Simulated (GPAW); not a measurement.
# Fe3 on W4 001: parallel and opposed starts

A self-consistent run ends on one state, which hangs on the start. Several orders of Fe3 on W4 001 are started in GPAW and their energies compared.

Method: PBE; plane waves with GPAW's PAW setups, scalar-relativistic, in GPAW 26.7.0.

## Step 1: The starting structure

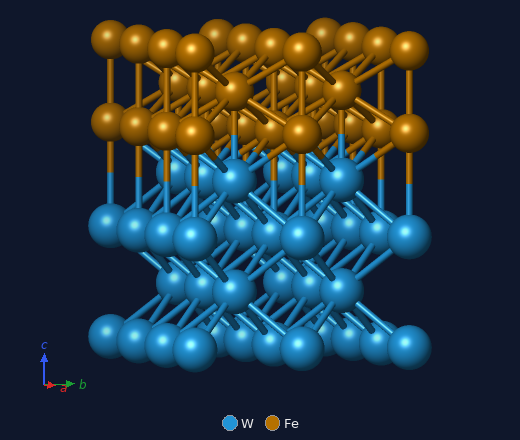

The starting structure, seen from the side, with the c axis up (tungsten blue, iron orange). 3×2×1 cells are drawn. Some periodic images of atoms are drawn too.

The cell holds 7 atoms: 4 W and 3 Fe. Its edges and angles: a = 3.165 Å, b = 3.165 Å, c = 20.483 Å, α = 90.0°, β = 90.0°, γ = 90.0°. ideal sites on the substrate's mesh, layer spacings from atomic volumes, unrelaxed, 12 A of vacuum. Vacuum lies along c.

## Step 2: Order 1, typed as ferro +++

The parallel start comes first: it fits the smallest cell, keeps the most symmetry and shows whether parallel moments form.

order1.py

```python
import json
import numpy as np
from ase import Atoms
from ase.parallel import paropen, parprint
from gpaw import GPAW

atoms = Atoms(['W', 'W', 'W', 'W', 'Fe', 'Fe', 'Fe'],
    cell=[[3.165, 0.0, 0.0],
         [0.0, 3.165, 0.0],
         [0.0, 0.0, 20.482888]],
    scaled_positions=[[0.0, 0.0, 0.292927],
         [0.5, 0.5, 0.370176],
         [0.0, 0.0, 0.447425],
         [0.5, 0.5, 0.524673],
         [0.0, 0.0, 0.592053],
         [0.5, 0.5, 0.649563],
         [0.0, 0.0, 0.707073]],
    pbc=True,
    magmoms=[0.0, 0.0, 0.0, 0.0, 2.6, 2.6, 2.6])
atoms.calc = GPAW(mode={'name': 'pw', 'ecut': 450},
    xc='PBE',
    kpts={'size': (18, 18, 1), 'gamma': True},
    occupations={'name': 'fermi-dirac', 'width': 0.05},
    convergence={'density': 1e-05, 'energy': 1e-05},
    maxiter=200,
    mixer={'name': 'pulay', 'beta': 0.03, 'nmaxold': 8, 'weight': 100},
    symmetry={'tolerance': 1e-4},
    txt='order1.txt')
e = atoms.get_potential_energy(force_consistent=True)
res = {'free_energy': e, 'energy_sigma0': atoms.get_potential_energy(), 'fermi_energy': atoms.calc.get_fermi_level()}
res['moments'] = atoms.get_magnetic_moments().tolist()
res['total'] = atoms.get_magnetic_moment()
parprint('site moments (muB):', np.round(res['moments'], 3))
parprint(f"total moment: {res['total']:.3f} muB")
parprint(f'free energy: {e:.6f} eV')
atoms.calc.write('order1.gpw')
with paropen('results.json', 'w') as f:
    json.dump(res, f)
```

Command:

```console
$ OMP_NUM_THREADS=1 mpirun -n 4 gpaw python order1.py > order1.log
```

Numbers of over 12 decimals in the logs are rounded to 6 here.

The program printed:

```text
site moments (muB): [ 0.199 -0.028  0.031 -0.201  1.952  2.389  2.889]
total moment: 7.450 muB
free energy: -68.420722 eV

--- order1.txt ---
Input parameters:
  mode=PW(ecut=450),
  convergence={'density': 1e-05, 'energy': 1e-05},
  kpts=MonkhorstPack(size=(18, 18, 1), gamma=True),
  maxiter=200,
  mixer=Pulay(name='pulay', nmaxold=8, beta=0.03, weight=100, sigma=0.015, g_ss=None),
  occupations=Occupations(name='fermi-dirac', width=0.05),
  symmetry=Symmetry(tolerance=0.0001),
  xc=XC(name='PBE')

Diagonalizing LCAO Hamiltonian
Converting LCAO to pw mode
   .-------.
  /|       |
 * |       |
 | |       |
 | |       |
 | |       |
 | |       |
 | |       |
 | |       |
 Fe|       |
 | |  Fe   |
 | |       |
 Fe|       |
 | |  W    |
 | |       |
 | |       |
 W |       |
 | |  W    |
 | |       |
 | |       |
 W |       |
 | |       |
 | |       |
 | |       |
 | |       |
 | .-------.
 |/       /
 *-------*

Atoms  # Å, Bohr magnetons
|   | symbol |        x |        y |         z |    initial magnetic moments |
|---|--------|----------|----------|-----------|-----------------------------|
| 0 |      W | 0.000000 | 0.000000 |  5.999991 | ( 0.0000,  0.0000,  0.0000) |
| 1 |      W | 1.582500 | 1.582500 |  7.582274 | ( 0.0000,  0.0000,  0.0000) |
| 2 |      W | 0.000000 | 0.000000 |  9.164556 | ( 0.0000,  0.0000,  0.0000) |
| 3 |      W | 1.582500 | 1.582500 | 10.746818 | ( 0.0000,  0.0000,  0.0000) |
| 4 |     Fe | 0.000000 | 0.000000 | 12.126955 | ( 0.0000,  0.0000,  2.6000) |
| 5 |     Fe | 1.582500 | 1.582500 | 13.304926 | ( 0.0000,  0.0000,  2.6000) |
| 6 |     Fe | 0.000000 | 0.000000 | 14.482897 | ( 0.0000,  0.0000,  2.6000) |

Unit cell  # Å
| periodic |        x |        y |         z |   lengths |    angles |
|----------|----------|----------|-----------|-----------|-----------|
|      yes | 3.165000 | 0.000000 |  0.000000 |  3.165000 | 90.000000 |
|      yes | 0.000000 | 3.165000 |  0.000000 |  3.165000 | 90.000000 |
|      yes | 0.000000 | 0.000000 | 20.482888 | 20.482888 | 90.000000 |

Number of symmetries: 8

BZ-sampling:
  Number of BZ points: 324
  Number of IBZ points: 55

  Monkhorst-Pack size: [18, 18, 1]
  Monkhorst-Pack shift: [0.027778, 0.027778, 0.0]

K-points  # in reciprocal-cell coordinates
|     |                                coordinates |     weight |
|-----|--------------------------------------------|------------|
|   0 | ( -0.00000000,  -0.00000000,   0.00000000) | 0.00308642 |
|   1 | (  0.05555556,  -0.00000000,   0.00000000) | 0.01234568 |
|   2 | (  0.05555556,   0.05555556,   0.00000000) | 0.01234568 |
|   3 | (  0.11111111,  -0.00000000,   0.00000000) | 0.01234568 |
|   4 | (  0.11111111,   0.05555556,   0.00000000) | 0.02469136 |
|   5 | (  0.11111111,   0.11111111,   0.00000000) | 0.01234568 |
|   6 | (  0.16666667,  -0.00000000,   0.00000000) | 0.01234568 |
|   7 | (  0.16666667,   0.05555556,   0.00000000) | 0.02469136 |
|   8 | (  0.16666667,   0.11111111,   0.00000000) | 0.02469136 |
|   9 | (  0.16666667,   0.16666667,   0.00000000) | 0.01234568 |
| ... |                                            |            |
|  54 | (  0.50000000,   0.50000000,   0.00000000) | 0.00308642 |

Plane wave coefficients: 4495
Cutoff: 450.000000 eV

Spin-components: 2 (collinear spins)
Bands:           57
Projectors:      42
Spin-degeneracy: 1
Datatype:        complex128

Parallelization:
  kpt:    4
  domain: 1
  band:   1

Density:
  Valence electrons: 80.0
  Components: 2
  Grid points: [ 16  16 105]
  Charge: 0.0  # |e|

Potential:
  Grid points: [ 16  16 105]

species:
  W:
    name:    Tungsten
    Z:       74.0
    valence: 14
    core:    60
    charge:  0.0  # [|e|]
    compensation charges:
      type: gauss
      rc: 0.40  # [Å]
      lmax: 2
    cutoffs:
      filter: 2.36  # [Å]
      core: 3.02  # [Å]
    projectors
    | kind |    occ | energy [eV] | rcut [Å] |
    |------|--------|-------------|----------|
    |   5s |  2.000 |     -78.830 |    1.344 |
    |   6s |  2.000 |      -5.697 |    1.344 |
    |   5p |  6.000 |     -43.233 |    1.355 |
    |   6p |  0.000 |      -1.367 |    1.355 |
    |   5d |  4.000 |      -4.494 |    1.228 |
    |    d |        |      22.717 |    1.228 |

    Using partial waves for W as LCAO basis

  Fe:
    name:    Iron
    Z:       26.0
    valence: 8
    core:    18
    charge:  0.0  # [|e|]
    compensation charges:
      type: gauss
      rc: 0.33  # [Å]
      lmax: 2
    cutoffs:
      filter: 2.06  # [Å]
      core: 2.67  # [Å]
    projectors
    | kind |    occ | energy [eV] | rcut [Å] |
    |------|--------|-------------|----------|
    |   4s |  2.000 |      -5.291 |    1.164 |
    |   4p |  0.000 |      -1.326 |    1.058 |
    |   3d |  6.000 |      -7.505 |    1.058 |
    |    s |        |      21.920 |    1.164 |
    |    p |        |      25.885 |    1.058 |
    |    d |        |      19.706 |    1.058 |

    Using partial waves for Fe as LCAO basis

Reference energy: -1858945.050420  # eV

eigensolver:
  PPCG
  Converge bands: occupied
  niter=2

density mixing:
  Pulay-Mixer
  Linear mixing parameters: 0.03
  Old densities: 8
  Fourier metric: weight=100, sigma=0.015

occupation numbers:
  Fermi-Dirac:
    width: 0.0500  # eV

poisson solver:
  ecut: 3600.000000  # eV

xc functional:
  name: PBE with 2 nearest neighbor stencil

convergence criteria:
- Maximum integral of absolute [dens]ity change: 1e-05 electrons / valence electron
- Maximum [total energy] change in last 3 cyles: 1e-05 eV / valence electron
- Maximum integral of absolute [eigenst]ate change: 4e-08 eV^2 / valence electron
maximum number of iterations: 200

SCF iterations
|iter     |      energy | eigst |  dens |  magmom |
|---------|-------------|-------|-------|---------|
|iter:   1|       0s |  -75.174455 | +0.21 |       |  +7.8108|
|iter:   2|      10s |  -82.363903 | -0.66 | -0.78 |  +7.7161|
|iter:   3|      21s |  -70.179574 | -1.26 | -0.68 |  +7.7032|
|iter:   4|      32s |  -69.780823 | -2.50 | -1.02 |  +7.6751|
|iter:   5|      42s |  -68.904278 | -1.75 | -1.06 |  +7.5813|
|iter:   6|      53s |  -68.547096 | -2.02 | -1.15 |  +7.5240|
|iter:   7|      64s |  -68.314716 | -2.01 | -1.22 |  +7.4548|
|iter:   8|      75s |  -68.231005 | -2.07 | -1.31 |  +7.3762|
|iter:   9|      85s |  -68.234084 | -2.79 | -1.44 |  +7.3490|
|iter:  10|      96s |  -68.270578 | -2.46 | -1.49 |  +7.3402|
[... 42 iterations left out ...]
|iter:  53|     535s |  -68.386956c| -7.65c| -4.28 |  +7.4469|
|iter:  54|     540s |  -68.386955c| -8.39c| -4.39 |  +7.4467|
|iter:  55|     545s |  -68.386958c| -8.22c| -4.41 |  +7.4472|
|iter:  56|     550s |  -68.386956c| -8.44c| -4.47 |  +7.4470|
|iter:  57|     560s |  -68.386962c| -7.70c| -4.48 |  +7.4485|
|iter:  58|     565s |  -68.386965c| -7.89c| -4.70 |  +7.4491|
|iter:  59|     570s |  -68.386965c| -8.29c| -4.84 |  +7.4493|
|iter:  60|     575s |  -68.386966c| -8.25c| -4.88 |  +7.4495|
|iter:  61|     580s |  -68.386968c| -8.26c| -4.98 |  +7.4499|
|iter:  62|     585s |  -68.386969c| -8.39c| -5.09c|  +7.4502|

Converged in 62 steps
Energy contributions relative to reference atoms: (reference = -1858945.050420)

Energy contributions:
  Kinetic:          29.124144
  Coulomb:         -33.599550
  Zero:              0.333881
  External:          0.000000
  Xc:              -64.211690
  Entropy:          -0.067507
  Spinorbit:         0.000000
  ----------------------------
  Free energy:     -68.420722
  Extrapolated:    -68.386969

dipole moment: (-39.043264, -39.043264, 0.024159)  # |e|*Ang

Total magnetic moment: (0.000000, 0.000000, 7.450198)

Local magnetic moments
|        x |        y |         z |
|----------|----------|-----------|
| 0.000000 | 0.000000 |  0.199249 |  # W    0
| 0.000000 | 0.000000 | -0.028463 |  # W    1
| 0.000000 | 0.000000 |  0.031482 |  # W    2
| 0.000000 | 0.000000 | -0.200698 |  # W    3
| 0.000000 | 0.000000 |  1.951947 |  # Fe   4
| 0.000000 | 0.000000 |  2.388564 |  # Fe   5
| 0.000000 | 0.000000 |  2.888735 |  # Fe   6

Fermi level: 4.128
Eigenvalues  # (at kpt = [-0.000, -0.000, 0.000])
| band index |      eig [eV] | occ [0-1] |      eig [eV] | occ [0-1] |
|------------|---------------|-----------|---------------|-----------|
|          0 |       -69.670 |     1.000 |       -69.719 |     1.000 |
|        ... |               |           |               |           |
|         33 |         2.344 |     1.000 |         3.670 |     1.000 |
|         34 |         2.534 |     1.000 |         3.670 |     1.000 |
|         35 |         2.534 |     1.000 |         3.940 |     0.977 |
|         36 |         2.584 |     1.000 |         4.262 |     0.064 |
|         37 |         3.185 |     1.000 |         4.284 |     0.042 |
|         38 |         3.185 |     1.000 |         4.284 |     0.042 |
|         39 |         3.498 |     1.000 |         4.315 |     0.023 |
|         40 |         3.529 |     1.000 |         4.323 |     0.020 |
|         41 |         3.645 |     1.000 |         4.895 |     0.000 |
|         42 |         3.806 |     0.998 |         4.895 |     0.000 |
|         43 |         3.807 |     0.998 |         5.324 |     0.000 |
|         44 |         3.807 |     0.998 |         5.347 |     0.000 |
|         45 |         3.814 |     0.998 |         5.456 |     0.000 |
|         46 |         5.206 |     0.000 |         5.793 |     0.000 |
|         47 |         5.276 |     0.000 |         5.793 |     0.000 |
|         48 |         5.276 |     0.000 |         6.065 |     0.000 |
|        ... |               |           |               |           |
|         56 |         8.109 |     0.000 |         8.288 |     0.000 |

No gap
No difference between direct/indirect transitions
```

Run time: 10 min. Hardware: 4 MPI ranks of Arm Neoverse V1, shared host; peak memory 1.4 GiB; 40 min of CPU time.

Spin moment in the augmentation sphere by atom:

| atom | spin moment in the augmentation sphere (μB) |
| --- | --- |
| W1 | 0.20 |
| W2 | -0.03 |
| W3 | 0.03 |
| W4 | -0.20 |
| Fe5 | 1.95 |
| Fe6 | 2.39 |
| Fe7 | 2.89 |

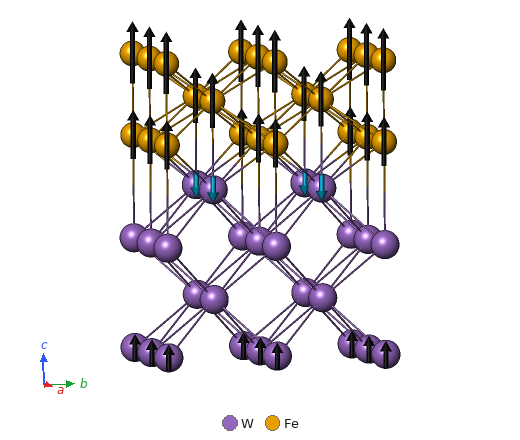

Spin moment in the augmentation sphere as arrows, the longest 2.89 μB. Up and down stand for the sign. Arrows give size and sign along the axis of quantisation, drawn up and down the page. Each arrow also spans its atom, so small moments look longer than they are. The two directions have two colours. 2×2×1 cells are drawn. Some periodic images of atoms are drawn too.

Numbers from this step:

```
magnetization : 7.450 μB
final state   : ferromagnetic
```

After 62 cycles the largest moment stands at 2.89 μB.

(Continued in part 2 of 2.)

[Logs and program files are shortened in this print: banners, set-up blocks, solver, clock and traceback lines can be left out without a mark of their own.]

[Logs are printed without paths, hosts, clocks, repeated set-up lines and the standing remarks that a program may print on its own settings, such as how far it seeks lower states.]

[Hosts, paths, dates, database ids (printed as entryN), source tags and the programs' standing remarks are cut or masked in the printed files.]

[Where a cell is said to come from a database of computed structures, the database is the Materials Project.]
